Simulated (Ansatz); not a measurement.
## A correction line for r2SCAN0-D4/def2-TZVPP: atomisation energy

The atomisation energy (no zero-point term) in kJ/mol of 8 Si-containing radicals: x at r2SCAN0-D4/def2-TZVPP, y at CCSD(T)/CBS estimate. Shapes, held fixed at every level: PBE0-D4/def2-TZVP. Flexible molecules stand in one conformer, not always the lowest. Programs: Ansatz 0.2.0.

| molecule | x (kJ/mol) | y (kJ/mol) |
| --- | --- | --- |
| SiH(SiH3)2 | 2755 | 2755 |
| SiH(OH)2(SiH2) | 2975 | ? |
| SiH2(CH3)(SiH2) | 3123 | 3123 |
| B(SiH2)(SiH3)2 | 3477 | 3460 |
| SiH(CH3)2 | 3493 | 3493 |
| CH7OSi2 (SMILES CO[SiH][SiH3]) | 3569 | 3601 |
| SiH(CH3)2S | 3858 | 3865 |
| CH7O2Si2 (SMILES O[SiH]C[SiH2]O) | 4221 | 4284 |

Fit y = c + s·x to the known rows and predict y for SiH(OH)2(SiH2).


1. Means of the 7 rows: x = 3499.43, y = 3511.6.
2. Σ(Δx)² = 1350496, Σ(Δx·Δy) = 1401072, so the slope is 1401072/1350496 = 1.0374.
3. Intercept: 3511.6 − (1.0374) × 3499.43 = -118.7. The largest residual of the fit is 28.
4. SiH(OH)2(SiH2): -118.7 + 1.0374 × 2975 = 2968 kJ/mol.

CCSD(T)/CBS estimate gives 3034 kJ/mol, so the prediction is off by -66 kJ/mol, more than the largest residual. Uncorrected, r2SCAN0-D4/def2-TZVPP misses it by -59 kJ/mol, and the other rows by 17 on average. The line makes this one worse. Left out in turn, the other rows are missed by 26 kJ/mol on average, so the withheld one doesn't follow the line. Open shells run unrestricted. The CBS estimate extrapolates MP2 from def2-TZVPP and def2-QZVPP and adds CCSD(T) − MP2 in the triple-zeta set, cores frozen.

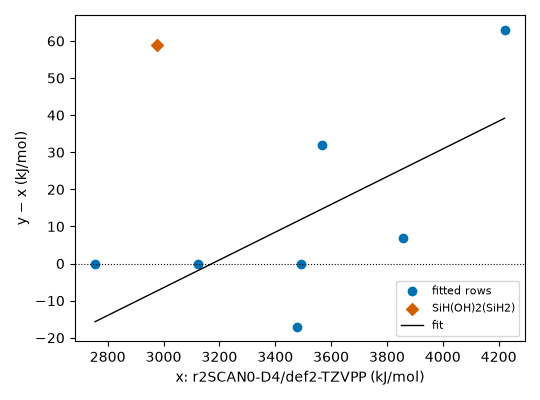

The correction y − x against x, with the fitted line and the withheld molecule.
